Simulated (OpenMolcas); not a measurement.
# C2H7BO (SMILES CBOC), step by step

Wanted: a single-point energy (HF/STO-3G), then the excited states (CIS(24,23)/STO-3G) of C2H7BO. 

Program for the calculation: OpenMolcas 26.06.

## (1) Starting point

C2H7BO: 11 atoms, total charge 0, spin state singlet. SMILES: `CBOC`. The coordinates come from a PBE0-D4/def2-TZVP relaxation. This is one conformer, not always the lowest.

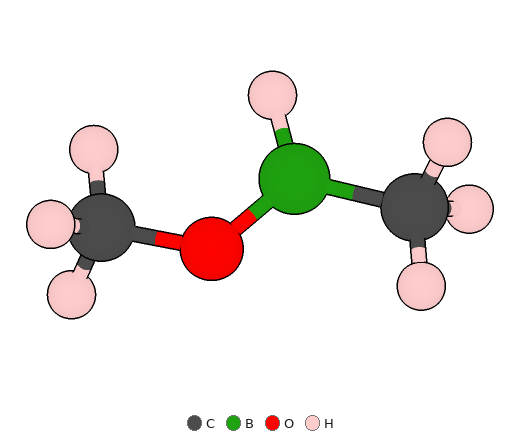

The structure, seen from a chosen angle (carbon dark grey, boron green, oxygen red, hydrogen pink).

## (2) A single-point energy at HF/STO-3G (RICD fitting) (run 1)

The input, step1.input:

```
>>> EXPORT MOLCAS_PRINT=2

&GATEWAY
  Coord
  11
  angstrom
  C       -1.306200       1.341700      -0.364700
  B       -0.434700       0.206700       0.257100
  O        0.626600      -0.267100      -0.425200
  C        1.454400      -1.289700       0.083900
  H       -0.966000       1.657000      -1.352600
  H       -2.351400       1.021300      -0.437600
  H       -1.315700       2.214600       0.297900
  H       -0.678700      -0.268200       1.340800
  H        1.446400      -2.133000      -0.610100
  H        1.113800      -1.626100       1.067400
  H        2.476800      -0.914200       0.163700
  Basis=STO-3G
  Group=NoSym
  RICD

&SEWARD

&SCF
  PrOrbitals=1 2
```

The run is started by

```
$ export MOLCAS_MEM=1860
$ pymolcas step1.input > step1.log
```

What it wrote:

```text
--- Start Module: gateway ---
[...]
--- Stop Module: gateway /rc=_RC_ALL_IS_WELL_ ---
--- Start Module: seward ---
[...]
      Basis functions           27
--- Stop Module: seward /rc=_RC_ALL_IS_WELL_ ---
--- Start Module: scf ---
[...]
       Convergence after  11 Iterations
[...]
::    Total SCF energy                               -177.1490009051
[...]
      Total spin, S                                     0.0000000000
[...]
      Total electronic charge=   32.000000
      Total            charge=   -0.000000
[...]
      Dipole Moment (debye):
      Origin of the operator (angstrom)=    0.1161   -0.0245   -0.1183
                   X=  6.5530E-01               Y= -8.7437E-01               Z=  5.1393E-01           Total=  1.2075E+00
      Quadrupole Moment (debye*angstrom):
[...]
--- Stop Module: scf /rc=_RC_ALL_IS_WELL_ ---
[...]
```

Run time: 1.1 s. Hardware: 1 thread of Intel Xeon 6975P-C (Granite Rapids), shared host.

## (3) The vertical excitations at CIS(24,23)/STO-3G (RICD fitting) (run 2)

The input, step2.inp:

```
>>> EXPORT MOLCAS_PRINT=2
&GATEWAY
Coord
11
angstrom
C       -1.306200       1.341700      -0.364700
B       -0.434700       0.206700       0.257100
O        0.626600      -0.267100      -0.425200
C        1.454400      -1.289700       0.083900
H       -0.966000       1.657000      -1.352600
H       -2.351400       1.021300      -0.437600
H       -1.315700       2.214600       0.297900
H       -0.678700      -0.268200       1.340800
H        1.446400      -2.133000      -0.610100
H        1.113800      -1.626100       1.067400
H        2.476800      -0.914200       0.163700
Basis = STO-3G
Group = NoSym
RICD
&SEWARD
&RASSCF
FileOrb = $CurrDir/step1.ScfOrb
Spin = 1
Nactel = 24 1 1
Inactive = 4
Ras1 = 12
Ras2 = 0
Ras3 = 11
CIRoot = 8 8 1
OrbListing = NoCore
CIOnly
&RASSI
NrOfJobIphs = 1 all
```

The run is started by

```
$ export MOLCAS_MEM=1860
$ pymolcas step2.inp > step2.log
```

What it wrote:

```text
--- Start Module: gateway ---
[...]
--- Stop Module: gateway /rc=_RC_ALL_IS_WELL_ ---
[...]
      Basis functions           27
[...]
--- Start Module: rasscf ---
[...]
      Number of active orbitals                 23
[...]
      Spin quantum number                      0.0
[...]
      Active orbitals                           23
[...]
      Number of CSFs                           133
[...]
      Number of root(s) required                 8
[...]
      printout of CI-coefficients larger than  0.05 for root  1
      energy=    -177.149003
      conf/sym  11111111111111111111111     Coeff  Weight
             1  22222222222200000000000   1.00000 1.00000
[...]
      Natural orbitals and occupation numbers for root  1
      sym 1:   2.000000   2.000000   2.000000   2.000000   2.000000   2.000000   2.000000   2.000000   2.000000   2.000000
               2.000000   2.000000  -0.000000  -0.000000  -0.000000  -0.000000  -0.000000  -0.000000  -0.000000  -0.000000
              -0.000000  -0.000000  -0.000000
      Natural orbitals and occupation numbers for root  2
      sym 1:   2.000000   2.000000   2.000000   2.000000   1.999996   2.000000   1.999674   1.999840   2.000000   1.999925
               1.999946   1.000619   0.999381   0.000000   0.000160   0.000075   0.000000   0.000004   0.000326   0.000000
               0.000000   0.000054   0.000000
[...]
      Natural orbitals and occupation numbers for root  5
      sym 1:   2.000000   2.000000   1.999933   2.000000   1.999955   1.999605   2.000000   1.999230   1.014040   2.000000
               1.987238   2.000000   0.985960   0.012762   0.000045   0.000067   0.000000   0.000000   0.000395   0.000770
               0.000000   0.000000   0.000000
      Natural orbitals and occupation numbers for root  6
      sym 1:   2.000000   1.999973   2.000000   2.000000   1.998158   1.998904   2.000000   1.999756   1.981844   2.000000
               1.021365   2.000000   0.018156   0.978635   0.000000   0.001096   0.000000   0.001842   0.000027   0.000244
               0.000000   0.000000   0.000000
      Natural orbitals and occupation numbers for root  7
      sym 1:   1.999868   2.000000   1.999996   1.997382   1.999998   1.999771   1.999967   1.999099   1.999253   1.992498
               1.959925   1.052243   0.040075   0.947757   0.002618   0.000901   0.000747   0.000229   0.000002   0.007502
               0.000004   0.000132   0.000033
      Natural orbitals and occupation numbers for root  8
      sym 1:   2.000000   2.000000   1.999998   1.999886   1.999996   1.997717   1.998890   1.026026   1.999077   1.986425
               1.999957   1.992029   0.973974   0.013575   0.001110   0.000043   0.000000   0.000114   0.000004   0.000923
               0.000002   0.007971   0.002283
[...]
::    RASSCF root number  1 Total energy:   -177.14900274
::    RASSCF root number  2 Total energy:   -176.81657957
[...]
      Total electronic charge=   32.000000
      Total            charge=   -0.000000
[...]
      Dipole Moment (debye):
      Origin of the operator (angstrom)=    0.1161   -0.0245   -0.1183
                   X= -4.5049E+00               Y=  4.6998E+00               Z= -1.2197E+00           Total=  6.6234E+00
      Quadrupole Moment (debye*angstrom):
[...]
--- Stop Module: rasscf /rc=_RC_ALL_IS_WELL_ ---
[...]
--- Start Module: rassi ---
[...]
::    RASSI State    5     Total energy:    -176.65244267814546
::    RASSI State    6     Total energy:    -176.62376041736269
::    RASSI State    7     Total energy:    -176.59892626401262
::    RASSI State    8     Total energy:    -176.57170583563635
[...]
  SPIN-FREE ENERGIES:
  (Shifted by EMIN (a.u.) =       -177.1490008581)
 SF State       Relative EMIN(au)   Rel lowest level(eV)    D:o, cm**(-1)
     1             0.0000000000        0.0000000000              0.0000
     2             0.3324230813        9.0456928635          72958.4332
     3             0.4078985586       11.0994852276          89523.3858
     4             0.4318071460       11.7500710333          94770.7142
     5             0.4965581799       13.5120364278         108981.9235
     6             0.5252404407       14.2925205044         115276.9521
     7             0.5500745941       14.9682922433         120727.4188
     8             0.5772950224       15.7089978336         126701.6122
   Spin-free eigenstates in basis of input states:
[...]
--- Stop Module: rassi /rc=_RC_ALL_IS_WELL_ ---
[...]
```

Wall time 38 s (1 thread of Intel Xeon 6975P-C (Granite Rapids), shared host).

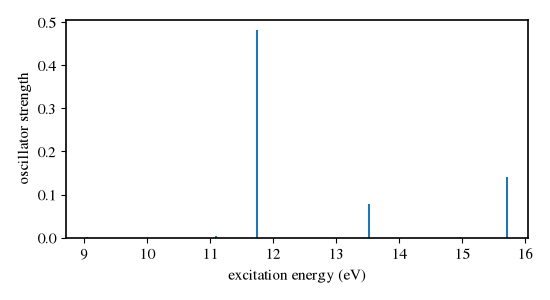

Vertical excitations as sticks.

The roots found:

```csv
excited state,energy (eV),strength
1,9.046,0.0006
2,11.099,0.0030
3,11.750,0.4816
4,13.512,0.0781
5,14.293,0.0003
6,14.968,0.0013
7,15.709,0.1409
```

## (4) What came out

| quantity | value |
| --- | --- |
| run 1, HF/STO-3G: total energy | -177.14900 Eh |
| run 1, HF/STO-3G: dipole moment | 1.21 D |
| run 1, HF/STO-3G: HOMO energy | -9.97 eV |
| run 1, HF/STO-3G: LUMO energy | 8.76 eV |
| run 1, HF/STO-3G: HOMO–LUMO gap | 18.73 eV |
| run 2, CIS(24,23)/STO-3G: ground-state or mean-field energy | -177.14900 Eh |
| run 2, CIS(24,23)/STO-3G: dipole moment (CI density) | 1.21 D |
| run 2, CIS(24,23)/STO-3G: lowest excitation energy within this active space | 9.05 eV |

In words: Mulliken charges (run 1, HF/STO-3G) run from -0.32 on O3 to +0.38 on B2; they depend strongly on the basis. The brightest of the 7 transitions from the ground state lies at 11.75 eV (106 nm, f = 0.482); the lowest, at 9.05 eV, has f = 0.001. Excitation energies in a minimal basis are rough. Mulliken charges (run 2, CIS(24,23)/STO-3G) run from -0.32 on O3 to +0.38 on B2.
